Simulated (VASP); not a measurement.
# Which face does Tc expose?, part 5 of 5

How do surface energy, work function and relaxation of Tc depend on the face?

VASP 6.6.1; PBEsol; plane waves and PAW (Tc).

So far. Step 5 (Potential and states of the slab, 8 atoms, face …): The vacuum level lies 4.77 eV above the Fermi level at the upper face; both faces agree, as the slab has next to no dipole. Step 6 (Surface relaxation, 12 atoms, face Tc(10-10)): The run ended after 10 ionic steps, 0.176 eV below its first step, once the forces on the free atoms met EDIFFG = -0.03.

## Step 7: Potential and states of the slab, 12 atoms, face Tc(10-10)

Input file INCAR:

```
SYSTEM = Tc
PREC = Normal
ENCUT = 320
EDIFF = 1E-06
NELM = 120
ISMEAR = 1
SIGMA = 0.15
LREAL = .FALSE.
ALGO = Fast
GGA = PS
NBANDS = 54
LASPH = .TRUE.
LORBIT = 11
LWAVE = .FALSE.
LCHARG = .TRUE.
KPAR = 4
IDIPOL = 3
LDIPOL = .TRUE.
DIPOL = 0.5 0.5 0.5
LVHAR = .TRUE.
LVACPOTAV = .TRUE.
NEDOS = 1500
```

Input file POSCAR:

```
Tc
1.0
    2.7178253313      0.0000000000      0.0000000000
    0.0000000000      4.3440897713      0.0000000000
    0.0000000000      0.0000000000     27.5530974931
Tc
12
Direct
    0.0000000000      0.0000000000      0.2766399798
    0.5000000000      0.0000000000      0.3569494001
    0.5000000000      0.5000000000      0.3014947956
    0.0000000000      0.0000000000      0.4434221539
    0.0000000000      0.5000000000      0.3853916119
    0.5000000000      0.0000000000      0.5288684382
    0.5000000000      0.5000000000      0.4711315618
    0.0000000000      0.0000000000      0.6146083881
    0.0000000000      0.5000000000      0.5565778461
    0.5000000000      0.0000000000      0.6985052044
    0.5000000000      0.5000000000      0.6430505999
    0.0000000000      0.5000000000      0.7233600202
```

Input file KPOINTS:

```
Automatic mesh
0
Gamma
11 7 1
0 0 0
```

The projector-augmented-wave data sets are Tc (PBE family, release 64).

Command:

```
mpirun -np 4 vasp_std
```

What it wrote:

```text
[... set-up lines as in an earlier step ...]
 entering main loop
       N       E                     dE             d eps       ncg     rms          rms(c)
DAV:   1     0.329619958869E+03    0.32962E+03   -0.28558E+04  2632   0.904E+02
DAV:   2    -0.105707047656E+03   -0.43533E+03   -0.40405E+03  3174   0.224E+02
DAV:   3    -0.140896094907E+03   -0.35189E+02   -0.33295E+02  3920   0.553E+01
DAV:   4    -0.142546069906E+03   -0.16500E+01   -0.15796E+01  3752   0.118E+01
DAV:   5    -0.142625523996E+03   -0.79454E-01   -0.78840E-01  4160   0.244E+00    0.601E+01
RMM:   6    -0.170497652821E+03   -0.27872E+02   -0.14226E+02  3908   0.284E+01    0.319E+01
RMM:   7    -0.264041930279E+03   -0.93544E+02   -0.33605E+02  4620   0.512E+01    0.371E+01
RMM:   8    -0.154632827034E+03    0.10941E+03   -0.46028E+01  3092   0.198E+01    0.242E+01
RMM:   9    -0.145431538049E+03    0.92013E+01   -0.19028E+01  3882   0.943E+00    0.202E+01
RMM:  10    -0.133059244869E+03    0.12372E+02   -0.12463E+01  3516   0.767E+00    0.902E+00
RMM:  11    -0.132546921255E+03    0.51232E+00   -0.24534E+00  3835   0.381E+00    0.703E+00
RMM:  12    -0.132629724176E+03   -0.82803E-01   -0.74249E-01  3892   0.188E+00    0.652E+00
RMM:  13    -0.131877269201E+03    0.75245E+00   -0.54267E-01  3720   0.148E+00    0.465E+00
RMM:  14    -0.131318642387E+03    0.55863E+00   -0.13722E+00  4143   0.230E+00    0.187E+00
RMM:  15    -0.131275294471E+03    0.43348E-01   -0.12728E-01  3891   0.845E-01    0.112E+00
RMM:  16    -0.131253880987E+03    0.21413E-01   -0.80912E-02  3689   0.627E-01    0.543E-01
RMM:  17    -0.131252736988E+03    0.11440E-02   -0.30365E-02  3828   0.430E-01    0.369E-01
RMM:  18    -0.131255354220E+03   -0.26172E-02   -0.10186E-02  3728   0.231E-01    0.353E-01
RMM:  19    -0.131252906805E+03    0.24474E-02   -0.37145E-03  3483   0.155E-01    0.230E-01
RMM:  20    -0.131253223348E+03   -0.31654E-03   -0.35218E-03  3449   0.151E-01    0.217E-01
RMM:  21    -0.131252313206E+03    0.91014E-03   -0.59544E-03  3888   0.150E-01    0.911E-02
RMM:  22    -0.131252160585E+03    0.15262E-03   -0.48192E-04  3105   0.649E-02    0.272E-02
RMM:  23    -0.131252279117E+03   -0.11853E-03   -0.44580E-04  3440   0.523E-02    0.365E-02
RMM:  24    -0.131252279196E+03   -0.79738E-07   -0.11091E-04  3275   0.306E-02    0.154E-02
RMM:  25    -0.131252323100E+03   -0.43903E-04   -0.46749E-05  3673   0.152E-02    0.130E-02
RMM:  26    -0.131252367492E+03   -0.44392E-04   -0.20174E-05  3278   0.107E-02    0.834E-03
RMM:  27    -0.131252408275E+03   -0.40783E-04   -0.58331E-06  2432   0.558E-03    0.279E-03
RMM:  28    -0.131252442026E+03   -0.33752E-04   -0.55580E-06  2394   0.520E-03    0.360E-03
RMM:  29    -0.131252475109E+03   -0.33083E-04   -0.25243E-06  2026   0.423E-03    0.228E-03
RMM:  30    -0.131252488706E+03   -0.13597E-04   -0.96215E-07  1824   0.240E-03    0.150E-03
RMM:  31    -0.131252494007E+03   -0.53012E-05   -0.52302E-07  1600   0.175E-03    0.771E-04
RMM:  32    -0.131252495725E+03   -0.17176E-05   -0.27269E-07  1203   0.131E-03    0.604E-04
RMM:  33    -0.131252496094E+03   -0.36883E-06   -0.13756E-07   959   0.110E-03
 [... a notice as in an earlier step ...]

   1 F= -.13125250E+03 E0= -.13125171E+03  d E =-.235311E-02
```

Run time: 67 s. Hardware: 4 MPI ranks of Intel Xeon 6975P-C (Granite Rapids), shared host; peak memory 1.1 GiB; 4.4 min of CPU time.

From OUTCAR (step 7):

```text
   NELECT =      84.0000    total number of electrons

 dipolmoment           0.000000      0.000000     -0.000000 electrons x Angstroem

 E-fermi :   4.7723

 k-point     1 :       0.0000    0.0000    0.0000
  band No.  band energies     occupation
    ...
     44       4.3324      2.00027
     45       4.4328      2.00624
     46       4.7050      1.68157
     47       4.7292      1.46497
     48       4.8168      0.52163
     49       4.9293     -0.05864
     50       4.9871     -0.06111
     51       5.1336     -0.00345
     52       5.8588     -0.00000
     53       5.9213     -0.00000
    ...

  Total       -4.6987835     -7.9027453     -0.6151216      0.0000000      0.0000000      0.0000000
  in kB      -23.1422326    -38.9222379     -3.0295685      0.0000000      0.0000000      0.0000000
  external PRESSURE =     -21.6980130 kB  Pullay stress =       0.0000000 kB

 POSITION                                       TOTAL-FORCE (eV/Angst)
 -----------------------------------------------------------------------------------
      0.00000      0.00000      7.62229         0.000000      0.000000     -0.023316
      1.35891      0.00000      9.83506         0.000000      0.000000      0.019899
      1.35891      2.17204      8.30712         0.000000      0.000000      0.015533
      0.00000      0.00000     12.21765         0.000000      0.000000     -0.010673
      0.00000      2.17204     10.61873         0.000000      0.000000      0.000626
      1.35891      0.00000     14.57196         0.000000      0.000000     -0.011622
      1.35891      2.17204     12.98113         0.000000      0.000000      0.011622
      0.00000      0.00000     16.93436         0.000000      0.000000     -0.000626
      0.00000      2.17204     15.33544         0.000000      0.000000      0.010673
      1.35891      0.00000     19.24598         0.000000      0.000000     -0.015533
      1.35891      2.17204     17.71804         0.000000      0.000000     -0.019899
      0.00000      2.17204     19.93081         0.000000      0.000000      0.023316
 -----------------------------------------------------------------------------------
    total drift:                                0.000000     -0.000000     -0.000000

  FREE ENERGIE OF THE ION-ELECTRON SYSTEM (eV)
  ---------------------------------------------------
  free  energy   TOTEN  =      -131.2524960939 eV

  energy  without entropy=     -131.2501429859  energy(sigma->0) =     -131.25171172

 vacuum level on the upper side and lower side of the slab         9.378         9.378

[... 8 parts as in an earlier step ...]

[... 9 further parts left out ...]
```

Numbers from this step:

```
electronic cycles                          : 33
vacuum levels                              : 9.378, 9.378 eV
work functions of the upper and lower face : 4.606, 4.606 eV
```

The planar average of the electrostatic potential oscillates, so the rows of the table below give means over windows of 2.35 Å about each position, cut where the curve ends. Its maxima inside the range that stand out by 2 % of the span (Å: eV): 9.1: -7.67, 11.4: -6.30, 13.8: -6.38, 16.2: -6.30, 18.5: -7.67. Its minima: 8.0: -21.7, 10.3: -20.5, 12.6: -20.7, 15.0: -20.7, 17.3: -20.5, 19.6: -21.7.

Zero at the Fermi level. Table of planar average of the electrostatic potential by height; means over each step:

| height (Å) | planar average of the electrostatic potential (eV) |
| --- | --- |
| 1.18 | 4.61 |
| 3.53 | 4.60 |
| 5.88 | 2.79 |
| 8.23 | -14.0 |
| 10.58 | -13.5 |
| 12.93 | -13.5 |
| 15.28 | -13.5 |
| 17.63 | -13.8 |
| 19.98 | -11.8 |
| 22.33 | 4.27 |
| 24.68 | 4.60 |
| 27.03 | 4.61 |

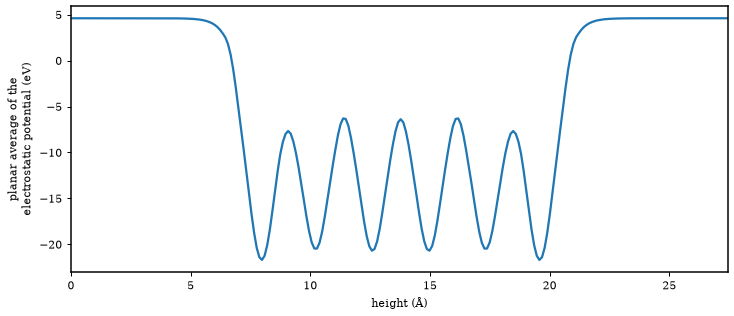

Planar average of the electrostatic potential against height.

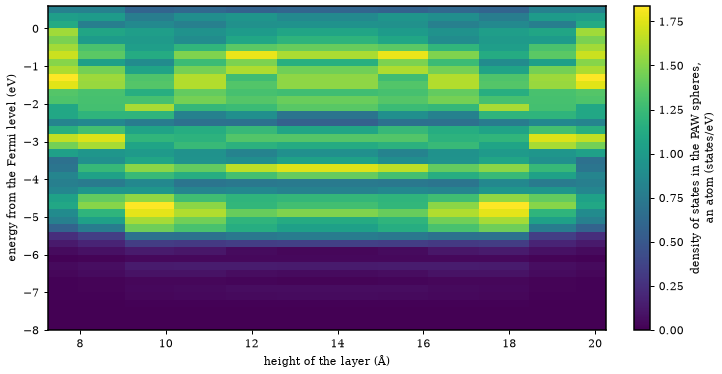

Density of states in the PAW spheres, an atom over height of the layer and energy from the Fermi level.

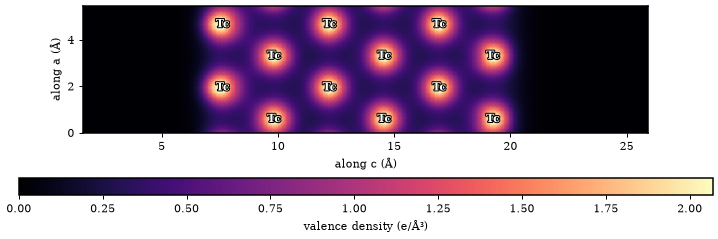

Valence density in the ca plane at fractional y = 0.000, with atoms of Tc within 0.2 Å of it. It is the smooth field of the valence electrons, not physical close to the nuclei. The map starts off the cell's origin, so that atoms lie inside it. The far vacuum is left out of the map.

The map of layer states is cut here 0.5 eV above the Fermi level, so it leaves out the states above that.

The vacuum level lies 4.61 eV above the Fermi level at the upper face; both faces agree, as the slab has next to no dipole.

The program found no field-free point at its default tolerance, but its printed level agrees with the flat part of the planar average.

On this mesh the fine structure of the density of states is sampling noise, and high empty states may be cut by the number of bands.

## Step 8: The faces side by side

This step: surfaces of a metal, PBEsol; plane waves and PAW (VASP 6.6.1).

Derived from the runs above.

Symmetric slabs, all atoms free. All faces:

```csv
face,layers,area a surface atom (Å²),work function (eV),surface energy as cut (J/m²),surface energy relaxed (J/m²),change of the top spacing (%)
Tc(0001),8,6.397,4.774,2.895,2.522,-7.31
Tc(10-10),12,11.81,4.606,3.049,2.929,-12.71
```

Each surface energy is the slab's energy less its number of atoms times the bulk energy of -11.2974 eV, over twice the cell's area.

## Step 9: Outcome

```
Tc(0001)  : 2.52 J/m², 4.77 eV
Tc(10-10) : 2.93 J/m², 4.61 eV
```

What this shows: The cheapest face is Tc(0001) at 2.52 J/m², against 2.93 for Tc(10-10). The work functions are 4.77 eV for Tc(0001) and 4.61 eV for Tc(10-10). The densest face has the highest work function, as the smoothing of the electron density over an open face lowers the surface dipole. The densest face is also the cheapest, since it cuts the fewest bonds an area. The top spacing changes by -7.3 % on Tc(0001) and -12.7 % on Tc(10-10). Of the two ends of the prism face, the one with the short outer spacing was run. One thickness was run for each face, and bulk and slab meshes don't match, which leaves some hundredths of a J/m². The cells are 1 × 1 and can't reconstruct.

[Lines on the potential files, build, host, timing and source positions are cut from VASP's logs without a mark.]

[Logs are printed without paths, hosts, clocks, repeated set-up lines and the standing remarks that a program may print on its own settings, such as how far it seeks lower states.]

[Hosts, paths, dates, database ids (printed as entryN), source tags and the programs' standing remarks are cut or masked in the printed files.]

[Runs that stopped without an error message from VASP are left out.]
